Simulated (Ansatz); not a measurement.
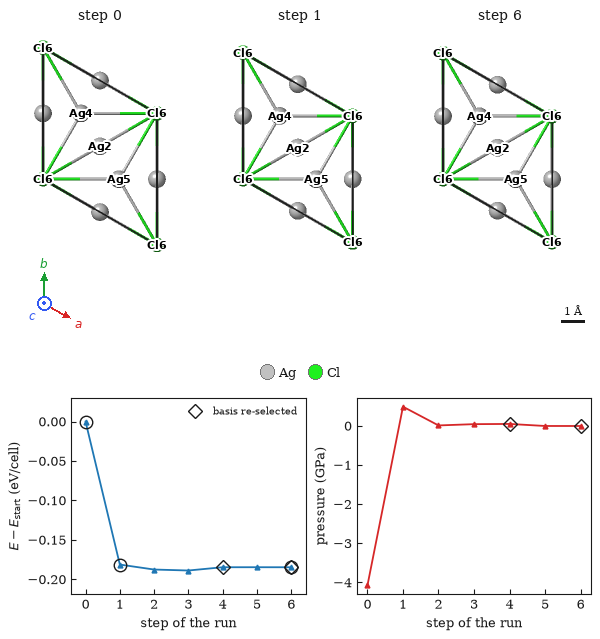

Frames of a relaxation of crystalline Ag₅Cl (a generated structure, set up in P6/mmm), marked on the history of the run. The picture is a ball-and-stick view of the cell of the calculation, seen along the c axis.

These are results of Ansatz, DFT PBE, scalar-relativistic, plane waves, PAW, not measurements. Settings: plane-wave cutoff 420 eV; k-point mesh 6 × 6 × 8; occupations gaussian; smearing width 0.1 eV; no spin polarisation; cell and atoms relaxed; force threshold 0.01 eV/Å; at most 80 steps.

Question: What happens along the run?

Answer: The energy falls by 0.185 eV per cell of the calculation in 4 accepted moves (6 points after the start). All forces vanish by symmetry, so only the cell relaxes. The pressure goes from −4.07 to 0.00 GPa. At 2 points the geometry stayed and the basis and grid were re-selected for the new cell (energy shift of 4.1 meV per cell of the calculation at most each time). No atom moves by more than 0.005 Å relative to the cell. The volume changes by −8.8 %, with a = b 5.838 → 5.589 Å (−4.3 %), c 4.738 → 4.713 Å (−0.5 %). Some distances before and after: Ag–Cl 3.371 → 3.227 Å, Ag–Ag 2.919 → 2.795 Å, Ag–Cl 3.759 → 3.656 Å, Ag–Ag 2.907 → 2.856 Å. The space group stays P6/mmm (No. 191). Cost: 83 s on 1 thread of Intel(R) Xeon(R) Platinum 8375C CPU @ 2.90GHz (Ice Lake), with other jobs on the host, peak memory 0.59 GiB. From step 0 to 1: volume −9.4 %, energy −0.181 eV per cell of the calculation. From step 1 to 6: volume +0.6 %, energy −3.4 meV per cell of the calculation.
